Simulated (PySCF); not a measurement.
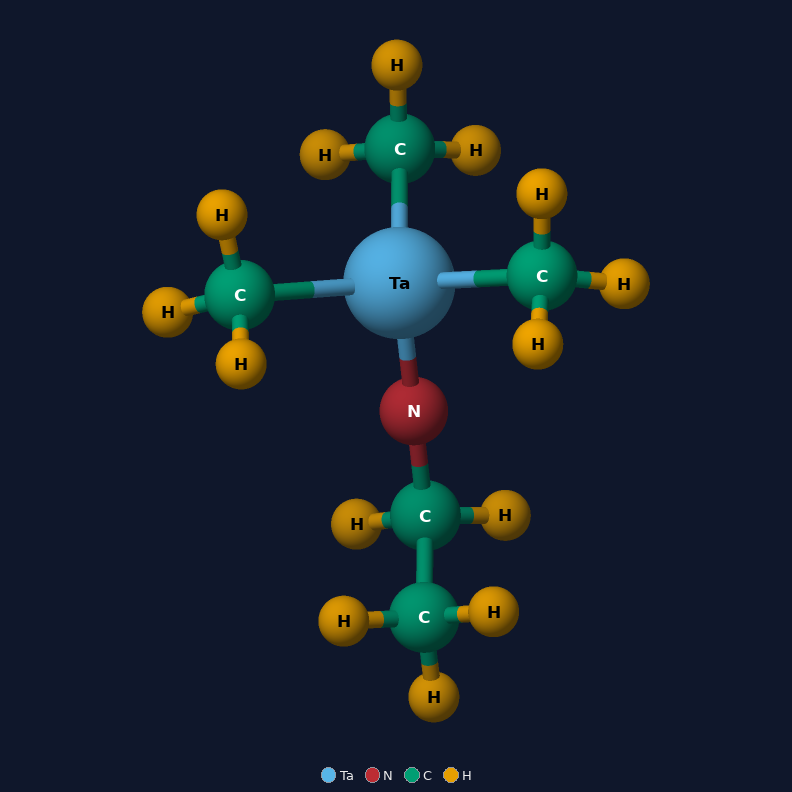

A metal compound. The species is neutral and a spin singlet. The computed structure is the end point of a PBE0-D3(BJ)/def2-SVP optimisation. No frequency run is at hand to confirm it as a minimum.

**Describe the coordination sphere.**

Ta binds 4 atoms: 1 N at 1.76 Å, 3 C at 2.16 Å. The arrangement is tetrahedral.

**What are the formal oxidation state of the metal and its number of d electrons?**

Ta(V), d⁰, counting the ligands as closed-shell ions or neutral donors.
